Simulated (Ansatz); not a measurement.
# ClF$_{3}$Ti···NH$_{3}$: what the fields show

```json
{"atom": "Ti", "x (Å)": "0.1684", "y (Å)": "0.0304", "z (Å)": "0.0477"}
{"atom": "Cl", "x (Å)": "0.4743", "y (Å)": "-0.1900", "z (Å)": "2.3355"}
{"atom": "F", "x (Å)": "1.7335", "y (Å)": "0.0555", "z (Å)": "-0.6480"}
{"atom": "F", "x (Å)": "-0.5724", "y (Å)": "1.5206", "z (Å)": "-0.3927"}
{"atom": "F", "x (Å)": "-0.6460", "y (Å)": "-1.3091", "z (Å)": "-0.6647"}
{"atom": "N", "x (Å)": "-2.8323", "y (Å)": "-0.0400", "z (Å)": "1.2979"}
{"atom": "H", "x (Å)": "-2.7878", "y (Å)": "-0.7553", "z (Å)": "0.5766"}
{"atom": "H", "x (Å)": "-2.7269", "y (Å)": "0.8804", "z (Å)": "0.8792"}
{"atom": "H", "x (Å)": "-2.0745", "y (Å)": "-0.1925", "z (Å)": "1.9869"}
```

Not at a stationary point (largest force 1.6 eV/Å).

These are results of RKS PBE0-D4/def2-SVP in Ansatz 0.2.0, not measurements.

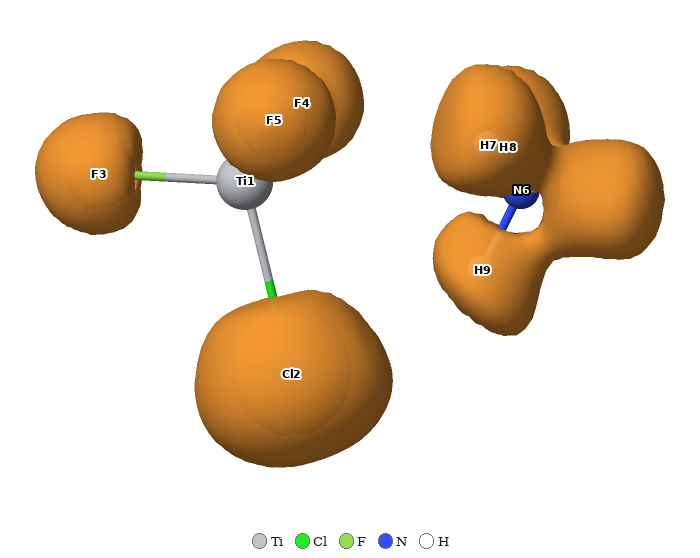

Figure 1. Isosurface of the ELF at 0.8 (orange), seen at an oblique angle. Core shells and regions of very low density are left out.

Identify the bonds, lone pairs and shells in this picture.

Answer. At this value the surface marks out one region wrapped around Cl (its valence shell), three regions wrapped around F (the valence shell of each) and one joined region spread over several atoms (H, N), in which their bonds and any lone pairs are merged. Along the contacts the grid gives the following. Ti1···N6 (3.25 Å): the ELF dips to about 0 between them. Ti–F (1.71 Å): the ELF peaks at about 0.85 in the valence shell of F, 0.5 Å from its nucleus, and drops to about 0.25 between the two atoms.

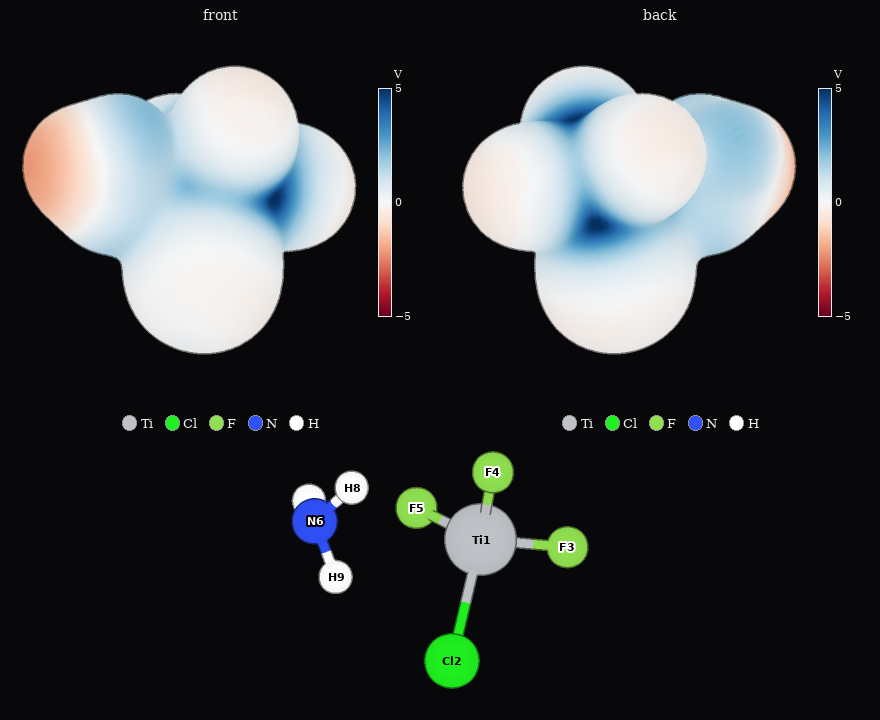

Figure 2. The electrostatic potential painted on the density surface at 0.004 e/bohr³, seen from the front and from behind; the colour scale runs from red (negative) to blue (positive). The bare structure is drawn below in the same view.

Describe the electrostatic potential map.

Answer. The most negative region (about −2.0 V) lies over N6, the most positive (about +4.7 V) over Ti1. N6 is the likeliest acceptor of a hydrogen bond.

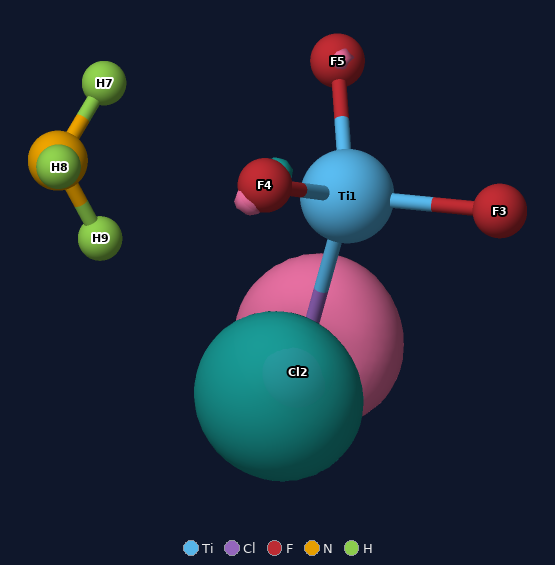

Figure 3. The HOMO−1 at ±0.2 Å⁻³ᐟ² (teal and pink are the two phases), seen at a tilt.

Describe this orbital and give its energy.

Answer. By Hirshfeld shares it lies mainly on Cl2 (about 90 %) and Ti1 (about 10 %); largely a lone pair of Cl2. Its energy is −9.69 eV.

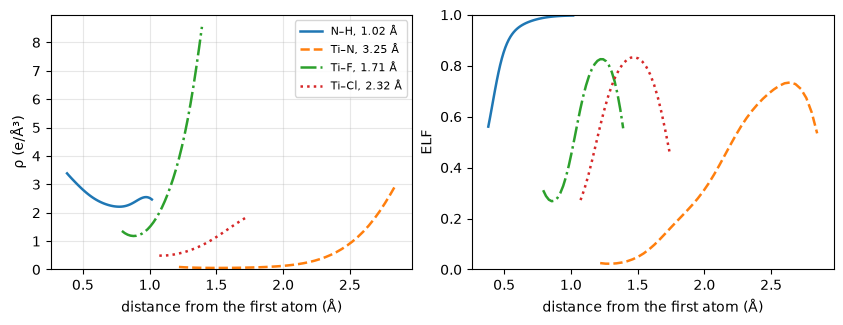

Figure 4. Total electron density and ELF along straight lines between neighbouring atoms. The curves leave out the atomic cores.

Compare the contacts.

Answer. N–H (1.02 Å): ρ at the midpoint is about 2.8 e/Å³; the ELF climbs to about 1 towards the hydrogen, as it does in any bond to H; an ordinary covalent bond to hydrogen.
Ti1···N6 (3.25 Å): the density falls to about 0.06 e/Å³ on the way; the ELF dips to about 0 between them.
Ti–F (1.71 Å): ρ is about 1.2 e/Å³ halfway; the ELF peaks at about 0.85 in the valence shell of F, 0.5 Å from its nucleus, and drops to about 0.25 between the two atoms.
Ti–Cl (2.32 Å): ρ at the midpoint is about 0.51 e/Å³; the ELF peaks at about 0.85 in the valence shell of Cl, 0.8 Å from its nucleus, and is about 0.45 at the midpoint.
